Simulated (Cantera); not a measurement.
Charge: 1 mol CCl₄, 0.15 mol HCl, equilibrated at 3.70 Pa.

These are equilibrium values from Cantera (NASA tables, ideal gas, pure condensed phases), not measurements of a reactor. Candidate condensed phases: C, C₆H₆, C₇H₈, C₈H₁₈; 91 gas species. The numbers say what is thermodynamically allowed, not how fast it happens.

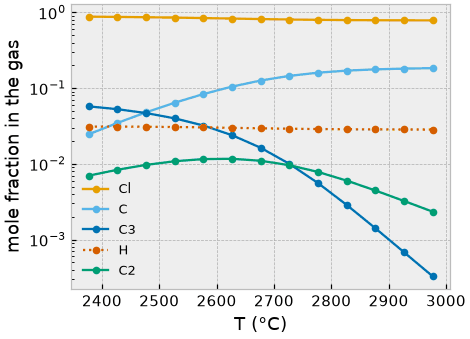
Figure. Equilibrium gas composition (values under 1e-9 drawn at 1e-9)

From 2377 °C to 2977 °C nothing is condensed. The main C-bearing gas is C₃ at 2377 °C and C at 2977 °C.
